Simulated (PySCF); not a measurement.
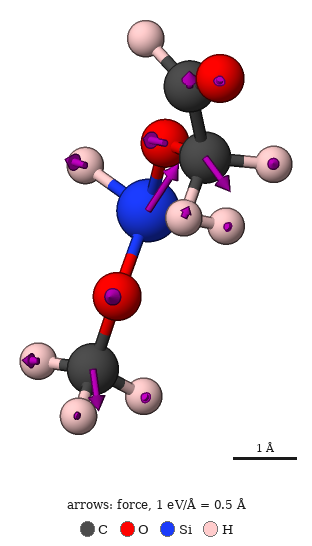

Starting geometry of C$_{3}$H$_{8}$O$_{3}$Si with the computed forces as purple arrows. Style: ball-and-stick. Shown from a free direction.

The start comes from GFN2-xTB. Its atoms were then displaced at random by about 0.01 Å.

Level of theory: PBE0-D3(BJ)/def2-SVP geometry optimisation, gas phase in PySCF. 

### Is this structure relaxed? If not, where do the atoms go?

It isn't relaxed: the largest force vector, on the Si atom, is 1.88 eV/Å. The final displacements have little in common with the starting forces (cosine between the two patterns 0.05). The largest moves after the best rigid fit, 0.40 Å, are those of O and H atoms. Largest moves by element: H 0.40 Å, O 0.40 Å, Si 0.17 Å, C 0.13 Å. Some distances before and after: O–Si 1.610 → 1.654 Å, H–Si 1.441 → 1.484 Å, C–O 1.365 → 1.399 Å, C–H 1.087 → 1.104 Å. Among the angles between lasting bonds that change: O–Si–H 100.5° → 105.1°, Si–O–C 128.2° → 124.2°, O–C–H 109.6° → 112.6°. Groups turn about O–Si by about 30°, C–O by about 20°. The energy falls by 4.13 kcal/mol in 19 geometry steps. The run took 100 s on 1 thread of Intel(R) Xeon(R) 6975P-C, with other jobs on the host.
